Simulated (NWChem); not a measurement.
# C2H3O+ (SMILES CC#[O+]): levels of theory compared

Aim: a comparison of 6 runs (HF/def2-SVP, HF/def2-TZVP, PBE0/def2-SVP, B3LYP/6-31G*, B2PLYP/6-31+G*, CCSD/def2-TZVP) of C2H3O+. 

The calculation is run with NWChem 7.3.0.

## Step 1: The structure to begin with

C2H3O+ has 6 atoms, charge +1, and is taken as a singlet. As SMILES, `CC#[O+]`. The shape is that of a PBE0-D4/def2-TZVP optimisation.

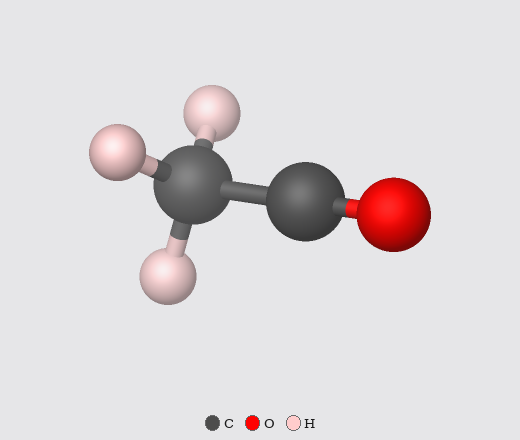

The structure, seen from a chosen angle (carbon dark grey, oxygen red, hydrogen pink).

## Step 2: Energy and forces at HF/def2-SVP (run 1)

test.xyz reads:

```xyz
6
C2H3O
C     -0.321600     0.308400    -0.192600
C      0.617700    -0.592600     0.370000
O      1.353900    -1.298000     0.810700
H     -0.073700     0.447100    -1.253200
H     -1.324100    -0.126000    -0.083500
H     -0.252100     1.261200     0.348500
```

test.nw reads:

```
start test
title "C2H3O"
memory total 2200 mb
charge 1
geometry units angstroms noautosym nocenter noautoz
  load test.xyz
end
basis "ao basis" spherical bse
  * library def2-SVP
end
scf
  thresh 1e-08
  maxiter 80
end
task scf gradient
```

Command:

```sh
nwchem test.nw > test.out
```

The log of the run:

```text
Northwest Computational Chemistry Package (NWChem) 7.3.0
             --------------------------------------------------------

           Job information
           ---------------

    nwchem branch   = 7.3.0
    use scalapack   = T
    input           = test.nw
    prefix          = test.
    data base       = ./test.db
    status          = startup
    nproc           =        1

           Memory information
           ------------------

    heap     =     72089600 doubles =      550.0 Mbytes
    stack    =     72089597 doubles =      550.0 Mbytes
    global   =    144179200 doubles =     1100.0 Mbytes (distinct from heap & stack)
    total    =    288358397 doubles =     2200.0 Mbytes
    verify   = yes
    hardfail = no

[... 151 lines left out ...]
 Convergence threshold     :          1.000E-08
[... 13 lines left out ...]
       Final RHF  results
[... 3 lines left out ...]
      One-electron energy =   -327.195785717768
[... 1 line left out ...]
 Nuclear repulsion energy =     64.708139847081
[... 29 lines left out ...]
                       ROHF Final Molecular Orbital Analysis
[... 226 lines left out ...]
                 ----------------------------------------
                 |  Time  |  1-e(secs)   |  2-e(secs)   |
                 ----------------------------------------
                 |  CPU   |       0.00   |       0.33   |
                 ----------------------------------------
                 |  WALL  |       0.00   |       0.33   |
                 ----------------------------------------

 Task  times  cpu:        1.9s     wall:        1.9s
 Total times  cpu:        1.9s     wall:        1.9s
```

It took 2.6 s on 1 thread of Intel Xeon 6975P-C (Granite Rapids), shared host; peak memory 0.097 GiB.

## Step 3: Energy and gradient at HF/def2-TZVP (run 2)

c2h3o.nw reads:

```
start c2h3o
title "C2H3O"
memory stack 880 mb heap 220 mb global 1100 mb
charge 1

geometry units angstrom noautosym nocenter noautoz
 C       -0.321600       0.308400      -0.192600
 C        0.617700      -0.592600       0.370000
 O        1.353900      -1.298000       0.810700
 H       -0.073700       0.447100      -1.253200
 H       -1.324100      -0.126000      -0.083500
 H       -0.252100       1.261200       0.348500
end

basis spherical bse
 * library def2-TZVP
end

scf
 singlet
 rhf
 thresh 1e-08
 maxiter 80
end

task scf gradient
```

Command:

```sh
nwchem c2h3o.nw > c2h3o.out
```

The log of the run:

```text
Northwest Computational Chemistry Package (NWChem) 7.3.0
             --------------------------------------------------------

           Job information
           ---------------

    nwchem branch   = 7.3.0
    use scalapack   = T
    input           = c2h3o.nw
    prefix          = c2h3o.
    data base       = ./c2h3o.db
    status          = startup
    nproc           =        1

           Memory information
           ------------------

    heap     =     28835840 doubles =      220.0 Mbytes
    stack    =    115343357 doubles =      880.0 Mbytes
    global   =    144179200 doubles =     1100.0 Mbytes (distinct from heap & stack)
    total    =    288358397 doubles =     2200.0 Mbytes
    verify   = yes
    hardfail = no

[... 151 lines left out ...]
 Convergence threshold     :          1.000E-08
[... 12 lines left out ...]
       Final RHF  results
[... 3 lines left out ...]
      One-electron energy =   -327.642715206411
[... 1 line left out ...]
 Nuclear repulsion energy =     64.708139847081
[... 29 lines left out ...]
                       ROHF Final Molecular Orbital Analysis
[... 286 lines left out ...]
                 ----------------------------------------
                 |  Time  |  1-e(secs)   |  2-e(secs)   |
                 ----------------------------------------
                 |  CPU   |       0.01   |       3.90   |
                 ----------------------------------------
                 |  WALL  |       0.01   |       3.90   |
                 ----------------------------------------

 Task  times  cpu:       18.4s     wall:       18.4s
 Total times  cpu:       18.4s     wall:       18.4s
```

Wall time 19 s (1 thread of Intel Xeon 6975P-C (Granite Rapids), shared host); peak memory 0.12 GiB.

Run 3 isn't shown in full; the table further down has it.

## Step 4: Energy and forces at B3LYP/6-31G(d) (spherical functions) (run 4)

test.nw reads:

```
start test
title "C2H3O gradient"
memory stack 880 mb heap 220 mb global 1100 mb
charge 1

geometry units angstrom noautosym nocenter noautoz
  C     -0.321600     0.308400    -0.192600
  C      0.617700    -0.592600     0.370000
  O      1.353900    -1.298000     0.810700
  H     -0.073700     0.447100    -1.253200
  H     -1.324100    -0.126000    -0.083500
  H     -0.252100     1.261200     0.348500
end

basis spherical bse
  * library 6-31G*
end

dft
  xc b3lyp
  grid xfine
  convergence energy 1e-08
  iterations 100
  mulliken
end

task dft gradient
```

Command:

```sh
nwchem test.nw > test.out
```

The log of the run:

```text
Northwest Computational Chemistry Package (NWChem) 7.3.0
             --------------------------------------------------------

           Job information
           ---------------

    nwchem branch   = 7.3.0
    use scalapack   = T
    input           = test.nw
    prefix          = test.
    data base       = ./test.db
    status          = startup
    nproc           =        1

           Memory information
           ------------------

    heap     =     28835836 doubles =      220.0 Mbytes
    stack    =    115343361 doubles =      880.0 Mbytes
    global   =    144179200 doubles =     1100.0 Mbytes (distinct from heap & stack)
    total    =    288358397 doubles =     2200.0 Mbytes
    verify   = yes
    hardfail = no

[... 120 lines left out ...]
  convergence criterion.
[... 40 lines left out ...]
          Spatial weights used:  Erf1
[... 84 lines left out ...]
         Total DFT energy =     -152.920082710259
[... 3 lines left out ...]
 Nuclear repulsion energy =       64.708139847081
[... 409 lines left out ...]
          Convergence on gradient requested:  5.00D-04
[... 27 lines left out ...]
          total energy or number of iterations.
[... 37 lines left out ...]
                 ----------------------------------------
                 |  Time  |  1-e(secs)   |  2-e(secs)   |
                 ----------------------------------------
                 |  CPU   |       0.00   |       0.34   |
                 ----------------------------------------
                 |  WALL  |       0.00   |       0.34   |
                 ----------------------------------------

 Task  times  cpu:        8.7s     wall:        8.7s
 Total times  cpu:        8.7s     wall:        8.7s
```

Wall time 9.3 s (1 thread of Intel Xeon 6975P-C (Granite Rapids), shared host); peak memory 0.13 GiB.

Run 5 isn't shown in full; the table further down has it.

## Step 5: A single-point energy at CCSD/def2-TZVP (run 6)

run.py reads:

```python
from ase import Atoms
from ase.calculators.nwchem import NWChem

molecule = Atoms('CCOHHH', positions=[
    [-0.321600, 0.308400, -0.192600],
    [0.617700, -0.592600, 0.370000],
    [1.353900, -1.298000, 0.810700],
    [-0.073700, 0.447100, -1.253200],
    [-1.324100, -0.126000, -0.083500],
    [-0.252100, 1.261200, 0.348500],
])

calc = NWChem(
    label='input',
    theory='ccsd',
    memory='2200 mb',
    basis='def2-TZVP',
    basispar='spherical bse',
    charge=1,
    scf={'nopen': '0', 'rhf': None, 'thresh': '1e-08', 'maxiter': '80'},
    ccsd={'freeze': 'core 3', 'maxiter': '60'},
    task='energy',
)
molecule.calc = calc

print(f"energy = {molecule.get_potential_energy():.6f} eV")
```

Command:

```sh
export ASE_NWCHEM_COMMAND="nwchem PREFIX.nwi > PREFIX.nwo"
python run.py
```

The log of the run:

```text
energy = -4154.043503 eV
```

The calculator wrote input.nwi:

```
title "input"

permanent_dir input

scratch_dir input

start input

geometry units angstrom nocenter noautosym noautoz
  C  -3.2160000000000000e-01 3.0840000000000001e-01 -1.9259999999999999e-01
  C  6.1770000000000003e-01 -5.9260000000000002e-01 3.7000000000000000e-01
  O  1.3539000000000001e+00 -1.2980000000000000e+00 8.1069999999999998e-01
  H  -7.3700000000000002e-02 4.4710000000000000e-01 -1.2532000000000001e+00
  H  -1.3241000000000001e+00 -1.2600000000000000e-01 -8.3500000000000005e-02
  H  -2.5209999999999999e-01 1.2612000000000001e+00 3.4849999999999998e-01
end

charge 1

memory 2200 mb

basis spherical bse noprint
   * library def2-TZVP
end

scf
  nopen 0
  rhf
  thresh 1e-08
  maxiter 80
end
ccsd
  freeze core 3
  maxiter 60
end

task ccsd energy
```

input.nwo:

```text
Northwest Computational Chemistry Package (NWChem) 7.3.0
             --------------------------------------------------------

           Job information
           ---------------

    nwchem branch   = 7.3.0
    use scalapack   = T
    input           = input.nwi
    prefix          = input.
    data base       = input/input.db
    status          = startup
    nproc           =        1

           Memory information
           ------------------

    heap     =     72089596 doubles =      550.0 Mbytes
    stack    =     72089601 doubles =      550.0 Mbytes
    global   =    144179200 doubles =     1100.0 Mbytes (distinct from heap & stack)
    total    =    288358397 doubles =     2200.0 Mbytes
    verify   = yes
    hardfail = no

[... 131 lines left out ...]
         Quadratically convergent ROHF
[... 14 lines left out ...]
       Final RHF  results
[... 4 lines left out ...]
      Two-electron energy =    110.811779574144
[... 30 lines left out ...]
                       ROHF Final Molecular Orbital Analysis
[... 287 lines left out ...]
 Total MP2 energy:           -152.645363983344140
[... 21 lines left out ...]
  Failed reading restart vector from input/input.t2
[... 3 lines left out ...]
             energy      energy      error      ampl     ampl      Block
[... 6 lines left out ...]
                  *************converged*************
[... 6 lines left out ...]
 Total CCSD energy:           -152.658284279500833
[... 1 line left out ...]
 --------------------------------
 Spin Component Scaled (SCS) CCSD
 --------------------------------
 Same spin contribution:                 -0.112643086324279
 Same spin scaling factor:                1.130000000000000
 Opposite spin contribution:             -0.422845407965956
 Opposite spin scaling fact.:             1.270000000000000
 SCS-CCSD correlation energy:            -0.664300355663199
 Total SCS-CCSD energy:                -152.787096140873786

 routine      calls  cpu(0)   cpu-min  cpu-ave  cpu-max   i/o
 aoccsd          1     0.01     0.01     0.01     0.01    0.00
 iterdrv         1     0.02     0.02     0.02     0.02    0.00
 pampt          11     0.09     0.09     0.09     0.09    0.00
[... 9 lines of this table left out ...]
 Total               107.35   107.35   107.35   107.35    0.00

 Task  times  cpu:      125.9s     wall:      125.9s
 Total times  cpu:      125.9s     wall:      125.9s
```

Wall time 2.1 min (1 thread of Intel Xeon 6975P-C (Granite Rapids), shared host); peak memory 0.21 GiB.

## Step 6: The series

```
run                                 level  SCF iteration cap  module  integration grid  energy (Eh)  HOMO energy (eV)  LUMO energy (eV)  HOMO–LUMO gap (eV)  wall time
  1                           HF/def2-SVP                 80     scf                 –  -151.940131            -23.06             -3.76               19.30      2.6 s
  2                          HF/def2-TZVP                 80     scf                 –  -152.122796            -22.98             -3.69               19.29       19 s
  3                         PBE0/def2-SVP                100     dft             xfine  -152.632945                 –                 –                   –       11 s
  4    B3LYP/6-31G* (spherical functions)                100     dft             xfine  -152.920083            -18.92             -8.52               10.40      9.3 s
  5  B2PLYP/6-31+G* (spherical functions)                100     dft             xfine  -152.771255                 –                 –                   –        9 s
  6                        CCSD/def2-TZVP                 80    ccsd                 –  -152.658284            -22.98             -3.69               19.29    2.1 min
```

## Step 7: Summary of results

| quantity | value |
| --- | --- |
| run 6: total energy | -152.65828 Eh |
| run 6: HOMO energy (Hartree–Fock orbitals) | -22.98 eV |
| run 6: LUMO energy (Hartree–Fock orbitals) | -3.69 eV |
| run 6: HOMO–LUMO gap (Hartree–Fock orbitals) | 19.29 eV |
| run 6: correlation energy (3 core orbitals frozen) | -535.5 mEh |

What this shows: Among the runs that give it from their own density at one geometry, the HOMO–LUMO gap runs from 10.40 eV (B3LYP/6-31G*) to 19.30 eV (HF/def2-SVP). Basis or surroundings differ between these two runs. Totals of different functionals can't be ranked against each other. All runs together took 3 min, the longest 2.1 min.
